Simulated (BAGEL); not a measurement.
# GaSiH7O (SMILES [SiH3][OH+][GaH3-]), step by step

Aim: a single-point energy (HF/def2-SV(P)), then the energy (NEVPT2(2,2)/def2-SV(P)), then the energy (CASPT2(2,2)/def2-SV(P)) of GaSiH7O. 

The calculation is run with BAGEL 1.2.2.

2 further runs of the same task are left out: 2 set aside as unsound or not needed.

## 1. The structure to begin with

The species is GaSiH7O (10 atoms), meant as a singlet with charge 0. As SMILES, `[SiH3][OH+][GaH3-]`. The Si1–H4 distance was set to 1.707 Å, away from the relaxed value.

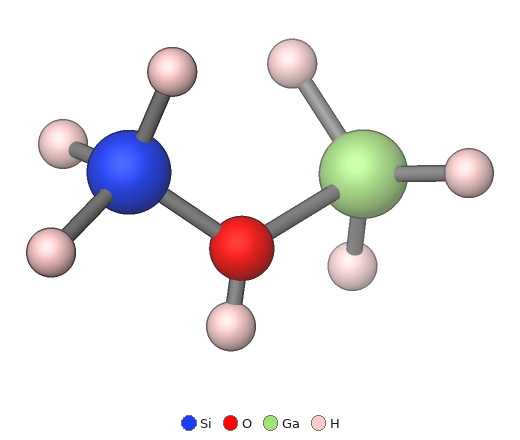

Viewed from a chosen angle; silicon blue, oxygen red, gallium green, hydrogen pink.

## 2. A single-point energy at HF/def2-SV(P) (density fitting with svp-jkfit) (run 1)

input.json

```json
{ "bagel" : [

{
  "title" : "molecule",
  "basis" : "def2-sv_p_.json",
  "df_basis" : "svp-jkfit",
  "angstrom" : true,
  "geometry" : [
    { "atom" : "Si", "xyz" : [      -0.292302,       0.671113,      -1.177423 ] },
    { "atom" : "O", "xyz" : [      -0.579802,      -0.242687,       0.209377 ] },
    { "atom" : "Ga", "xyz" : [       1.074498,      -0.559987,       1.587077 ] },
    { "atom" : "H", "xyz" : [      -1.767100,       0.740000,      -2.035000 ] },
    { "atom" : "H", "xyz" : [       0.748398,       0.031713,      -2.013023 ] },
    { "atom" : "H", "xyz" : [       0.122798,       2.004213,      -0.702623 ] },
    { "atom" : "H", "xyz" : [      -1.131502,      -1.023787,       0.121977 ] },
    { "atom" : "H", "xyz" : [       0.498998,       0.137613,       2.872177 ] },
    { "atom" : "H", "xyz" : [       2.077998,       0.244513,       0.664477 ] },
    { "atom" : "H", "xyz" : [       1.062698,      -2.134587,       1.482777 ] }
  ]
},

{ "title" : "hf" },

{ "title" : "print", "file" : "orbitals.molden", "orbitals" : true }

]}
```

The basis set def2-SV(P) is read from a file made from the Basis Set Exchange's data (not shown).

Command:

```bash
$ BAGEL_NUM_THREADS=1 BAGEL input.json > input.out
```

Log:

```text
* using 1 threads per process

  ===============================================================
  ===============================================================

  *** Geometry ***

  { "atom" : "Si", "xyz" : [     -0.552371,      1.268220,     -2.225007 ] },
  { "atom" : "O", "xyz" : [     -1.095667,     -0.458612,      0.395665 ] },
  { "atom" : "Ga", "xyz" : [      2.030507,     -1.058222,      2.999141 ] },
  { "atom" : "H", "xyz" : [     -3.339335,      1.398397,     -3.845593 ] },
  { "atom" : "H", "xyz" : [      1.414267,      0.059929,     -3.804062 ] },
  { "atom" : "H", "xyz" : [      0.232055,      3.787414,     -1.327765 ] },
  { "atom" : "H", "xyz" : [     -2.138229,     -1.934677,      0.230503 ] },
  { "atom" : "H", "xyz" : [      0.942970,      0.260051,      5.427628 ] },
  { "atom" : "H", "xyz" : [      3.926847,      0.462063,      1.255680 ] },
  { "atom" : "H", "xyz" : [      2.008208,     -4.033785,      2.802042 ] },

  Number of auxiliary basis functions:      597

  Since a DF basis is specified, we compute 2- and 3-index integrals:
    o Being stored without compression. Storage requirement is 0.029 GB

  Number of basis functions:       78
  Number of electrons      :       60

    * METHOD: MOLECULE                             0.40

  *** RHF ***

  === Nuclear Repulsion ===
   255.2056676574

      * DIIS with orbital gradients will be used.

  === RHF iteration (def2-sv_p_.json) ===
      0      -2290.56268481          0.01617643           0.14
      1      -2290.65399910          0.01059897           0.13
      2      -2290.69879511          0.00126636           0.13
      3      -2290.70001940          0.00013079           0.13
      4      -2290.70003247          0.00003265           0.13
      5      -2290.70003342          0.00000689           0.13
      6      -2290.70003346          0.00000233           0.14
      7      -2290.70003347          0.00000106           0.13
      8      -2290.70003347          0.00000018           0.13
      9      -2290.70003347          0.00000005           0.13
     10      -2290.70003347          0.00000002           0.13
     11      -2290.70003347          0.00000000           0.13
    * SCF iteration converged.

    * Permanent dipole moment:
           (    0.850100,     0.038167,     1.067549) a.u.

    * METHOD: HF                                   1.92

    * METHOD: PRINT                                0.02

  ===============================================================
```

Wall time 2.5 s (1 thread of Arm Neoverse V1, shared host); peak memory 0.14 GiB.

## 3. The energy at NEVPT2(2,2)/def2-SV(P) (density fitting with svp-jkfit) (run 2)

input.json

```json
{ "bagel": [

{
  "title": "molecule",
  "basis": "def2-sv_p_.json",
  "df_basis": "svp-jkfit",
  "angstrom": true,
  "geometry": [
    { "atom": "Si", "xyz": [   -0.292302,    0.671113,   -1.177423 ] },
    { "atom": "O", "xyz": [   -0.579802,   -0.242687,    0.209377 ] },
    { "atom": "Ga", "xyz": [    1.074498,   -0.559987,    1.587077 ] },
    { "atom": "H", "xyz": [   -1.767100,    0.740000,   -2.035000 ] },
    { "atom": "H", "xyz": [    0.748398,    0.031713,   -2.013023 ] },
    { "atom": "H", "xyz": [    0.122798,    2.004213,   -0.702623 ] },
    { "atom": "H", "xyz": [   -1.131502,   -1.023787,    0.121977 ] },
    { "atom": "H", "xyz": [    0.498998,    0.137613,    2.872177 ] },
    { "atom": "H", "xyz": [    2.077998,    0.244513,    0.664477 ] },
    { "atom": "H", "xyz": [    1.062698,   -2.134587,    1.482777 ] }
  ]
},
{ "title": "hf" },
{ "title": "nevpt2", "nstate": 1, "nact": 2, "nclosed": 29, "active": [28, 33], "maxiter": 200, "natocc": true, "ncore": 15 },
{ "title": "print", "file": "orbitals.molden", "orbitals": true }

]}
```

The basis set def2-SV(P) is read from a file made from the Basis Set Exchange's data (not shown).

Command:

```bash
$ BAGEL_NUM_THREADS=1 BAGEL input.json > input.out
```

Log:

```text
* using 1 threads per process

  ===============================================================
  ===============================================================

  *** Geometry ***

  { "atom" : "Si", "xyz" : [     -0.552371,      1.268220,     -2.225007 ] },
  { "atom" : "O", "xyz" : [     -1.095667,     -0.458612,      0.395665 ] },
  { "atom" : "Ga", "xyz" : [      2.030507,     -1.058222,      2.999141 ] },
[... 6 lines of this table left out ...]
  { "atom" : "H", "xyz" : [      2.008208,     -4.033785,      2.802042 ] },

  Number of auxiliary basis functions:      597

  Since a DF basis is specified, we compute 2- and 3-index integrals:
    o Being stored without compression. Storage requirement is 0.029 GB

  Number of basis functions:       78
  Number of electrons      :       60

    * METHOD: MOLECULE                             0.40

  *** RHF ***

  === Nuclear Repulsion ===
   255.2056676574

      * DIIS with orbital gradients will be used.

  === RHF iteration (def2-sv_p_.json) ===
      0      -2290.56268481          0.01617643           0.14
      1      -2290.65399910          0.01059897           0.13
      2      -2290.69879511          0.00126636           0.13
[... 8 lines of this table left out ...]
     11      -2290.70003347          0.00000000           0.14
    * SCF iteration converged.

    * Permanent dipole moment:
           (    0.850100,     0.038167,     1.067549) a.u.

    * METHOD: HF                                   1.95

    * freezing 15 orbitals
  ---------------------------
      CASSCF calculation
  ---------------------------

    ==== Active orbitals : =====
         Orbital 28
         Orbital 33
    ============================

    * nstate   :      1
    * nclosed  :     29
    * nact     :      2
    * nvirt    :     47
  === CASSCF iteration (def2-sv_p_.json) ===

    * Using the second-order algorithm

      0  0     -2290.70295122     4.92e-04      0.04

      1  0     -2290.71714700     8.51e-04      0.61
[... 15 lines of this table left out ...]
      9  0     -2290.71806459     4.15e-09      0.56

    * Second-order optimization converged. *

     guess   0:   closed 1.                   open ..

  === FCI iteration ===

      0  0     -2290.69975116     7.10e-02      0.00
      1  0     -2290.71806296     5.28e-04      0.00
      2  0 *   -2290.71806459     9.70e-16      0.00

     * ci vector, state   0, <S^2> = 0.0000
       2.     0.9917843999
       .2    -0.1279206949

  === DF-NEVPT2 calculation ===

    * 3-index integral transformation done
    * assembly done

      NEVPT2 correlation energy:   -0.4604094125      0.15

          (+0)     -0.4380420375
          (+0)'    -0.0031145517
          (+1)     -0.0056169402
          (+1)'    -0.0000000000
          (+2)     -0.0001593998
          (-1)     -0.0101759029
          (-1)'     0.0000000000
          (-2)     -0.0033005804

      NEVPT2 total energy:       -2291.1784740041

    * METHOD: NEVPT2                               6.40

    * METHOD: PRINT                                0.02

  ===============================================================
```

Run time: 9 s. Hardware: 1 thread of Arm Neoverse V1, shared host; peak memory 0.14 GiB.

## 4. The energy at CASPT2(2,2)/def2-SV(P) (density fitting with svp-jkfit) (run 3)

calc.json

```json
{ "bagel": [

{
  "title": "molecule",
  "basis": "def2-sv_p_.json",
  "df_basis": "svp-jkfit",
  "angstrom": true,
  "geometry": [
    { "atom": "Si", "xyz": [      -0.292302,       0.671113,      -1.177423 ] },
    { "atom": "O", "xyz": [      -0.579802,      -0.242687,       0.209377 ] },
    { "atom": "Ga", "xyz": [       1.074498,      -0.559987,       1.587077 ] },
    { "atom": "H", "xyz": [      -1.767100,       0.740000,      -2.035000 ] },
    { "atom": "H", "xyz": [       0.748398,       0.031713,      -2.013023 ] },
    { "atom": "H", "xyz": [       0.122798,       2.004213,      -0.702623 ] },
    { "atom": "H", "xyz": [      -1.131502,      -1.023787,       0.121977 ] },
    { "atom": "H", "xyz": [       0.498998,       0.137613,       2.872177 ] },
    { "atom": "H", "xyz": [       2.077998,       0.244513,       0.664477 ] },
    { "atom": "H", "xyz": [       1.062698,      -2.134587,       1.482777 ] }
  ]
},

{ "title": "hf" },

{ "title": "casscf", "nstate": 1, "nact": 2, "nclosed": 29, "active": [28, 33], "maxiter": 200, "natocc": true },

{ "title": "print", "file": "orbitals.molden", "orbitals": true },

{ "title": "smith", "method": "caspt2", "ms": true, "xms": true, "sssr": true, "shift": 0.2, "shift_imag": true, "ncore": 15 }

]}
```

The basis set def2-SV(P) is read from a file made from the Basis Set Exchange's data (not shown).

Command:

```bash
$ BAGEL_NUM_THREADS=1 BAGEL calc.json > calc.out
```

Log:

```text
* using 1 threads per process

  ===============================================================
  ===============================================================

  *** Geometry ***

  { "atom" : "Si", "xyz" : [     -0.552371,      1.268220,     -2.225007 ] },
  { "atom" : "O", "xyz" : [     -1.095667,     -0.458612,      0.395665 ] },
  { "atom" : "Ga", "xyz" : [      2.030507,     -1.058222,      2.999141 ] },
[... 6 lines of this table left out ...]
  { "atom" : "H", "xyz" : [      2.008208,     -4.033785,      2.802042 ] },

  Number of auxiliary basis functions:      597

  Since a DF basis is specified, we compute 2- and 3-index integrals:
    o Being stored without compression. Storage requirement is 0.029 GB

  Number of basis functions:       78
  Number of electrons      :       60

    * METHOD: MOLECULE                             0.40

  *** RHF ***

  === Nuclear Repulsion ===
   255.2056676574

      * DIIS with orbital gradients will be used.

[... 6 lines left out ...]
    * SCF iteration converged.
[... 1 line left out ...]
    * Permanent dipole moment:
[... 27 lines left out ...]
    * Second-order optimization converged. *
[... 9 lines left out ...]
     * ci vector, state   0, <S^2> = 0.0000
[... 16 lines left out ...]
    * Zeroth order energy : state  0       -0.9703183480
[... 3 lines left out ...]
      -------------------------------------------  CASPT2 iteration  ---------------------------------------------------
       #      aibj      arbs      arbi      airj      risj      airs      arst      rist         Etot      error   time
      ------------------------------------------------------------------------------------------------------------------

       0  -0.43699  -0.00423  -0.01039  -0.00624  -0.00024  -0.00272  -0.00000  -0.00000   -0.4608071  0.0008643   0.08
       1  -0.43713  -0.00426  -0.01042  -0.00637  -0.00026  -0.00278   0.00000  -0.00000   -0.4612230  0.0001496   0.07
       2  -0.43714  -0.00426  -0.01042  -0.00637  -0.00026  -0.00278  -0.00000  -0.00000   -0.4612343  0.0000324   0.07
       3  -0.43714  -0.00426  -0.01043  -0.00637  -0.00026  -0.00278   0.00000  -0.00000   -0.4612348  0.0000068   0.07
       4  -0.43714  -0.00426  -0.01042  -0.00637  -0.00026  -0.00278   0.00000  -0.00000   -0.4612348  0.0000012   0.07
       5  -0.43714  -0.00426  -0.01042  -0.00637  -0.00026  -0.00278  -0.00000  -0.00000   -0.4612348  0.0000002   0.07

      ------------------------------------------------------------------------------------------------------------------

    * CASPT2 energy : state  0    -2291.1813179834
        w/o shift correction      -2291.1792993701
        reference weight              0.8816140637

    * METHOD: SMITH                                0.74

  ===============================================================
```

It took 9.3 s on 1 thread of Arm Neoverse V1, shared host; peak memory 0.18 GiB.

## 5. Outcome

```
                                   quantity           value
         run 1, HF/def2-SV(P): total energy  -2290.70003 Eh
        run 1, HF/def2-SV(P): dipole moment          3.47 D
          run 1, HF/def2-SV(P): HOMO energy       -10.86 eV
          run 1, HF/def2-SV(P): LUMO energy         2.54 eV
        run 1, HF/def2-SV(P): HOMO–LUMO gap        13.40 eV
run 2, NEVPT2(2,2)/def2-SV(P): total energy  -2291.17847 Eh
run 3, CASPT2(2,2)/def2-SV(P): total energy  -2291.18132 Eh
```
